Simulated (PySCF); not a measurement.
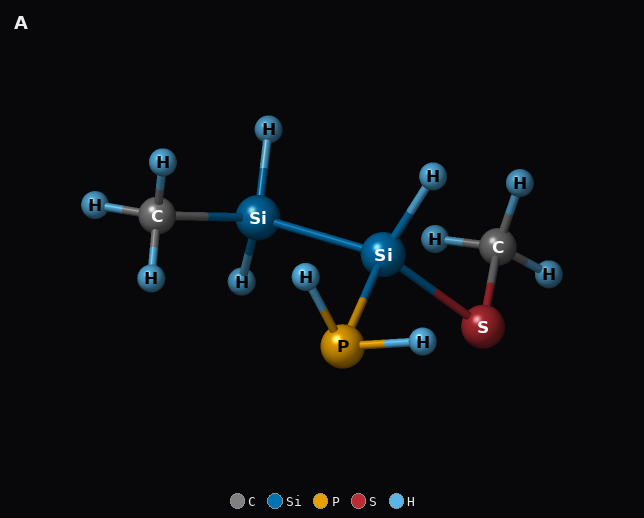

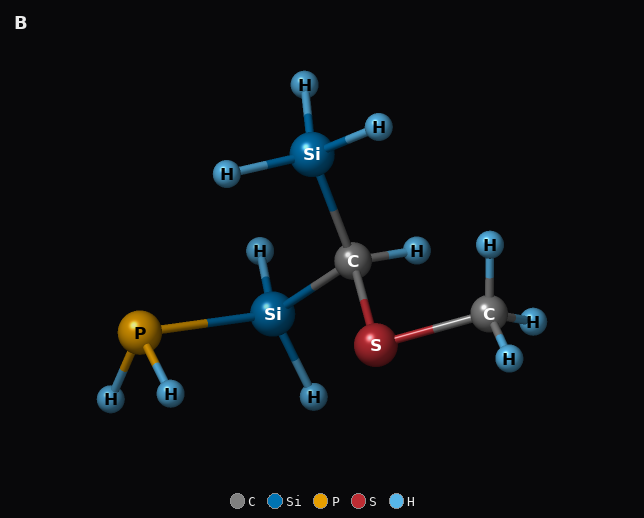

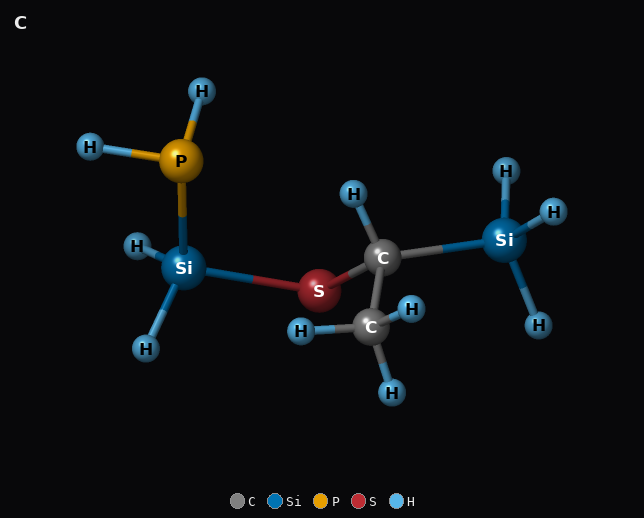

3 stationary structures of one formula. Geometries: GFN2-xTB. Electronic energies: CAM-B3LYP/def2-SVPD (PySCF 2.14.0), without zero-point energy. No frequency run is at hand to confirm each as a minimum. Each is one conformer, not always the lowest.

Are they conformers, stereoisomers or constitutional isomers?

Answer. They are constitutional isomers of C2H11PSSi2: A `C[SiH2][Si@@H](P)SC`, B `CS[C@H]([SiH3])[SiH2]P`, C `C[C@@H]([SiH3])S[SiH2]P`.

Which structure is the most stable?

Answer. A is lowest; C lies 10.4 kcal/mol above it, B lies 24.8 kcal/mol above it.

The geometry is semi-empirical. Around P, Si such bond lengths and angles can be off by a tenth of an ångström or more and by several degrees, and values that hang on the shape move with them.
